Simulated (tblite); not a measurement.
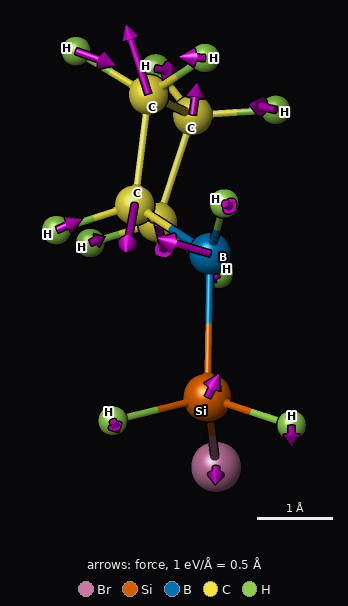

Starting geometry of C4H10BBrSi with the computed forces as purple arrows. A ball-and-stick model, seen from a free direction.

Theory: GFN2-xTB geometry optimisation, gas phase in tblite. 

> Is this structure relaxed? If not, where do the atoms go?

It isn't relaxed: the largest force vector, on a C atom, is 2.42 eV/Å. The final displacements have little in common with the starting forces (cosine between the two patterns 0.12). The Br atom moves most after the best rigid fit: 1.42 Å. By element the largest moves are Br 1.42 Å, H 1.19 Å, B 0.63 Å, C 0.46 Å, Si 0.08 Å. Among the contacts that change: C–C 1.496 → 1.552 Å, C–H 1.132 → 1.088 Å, B–C 1.590 → 1.560 Å, C–C 1.508 → 1.535 Å. Among the angles between lasting bonds that change: B–Si–H 106.5° → 118.7°, Br–Si–H 112.7° → 100.4°, Br–Si–H 113.0° → 101.3°. Groups turn about C–C by about 25°, C–C by about 25°, C–C by about 25°. Over 127 geometry steps the energy falls by 76.0 kJ/mol.
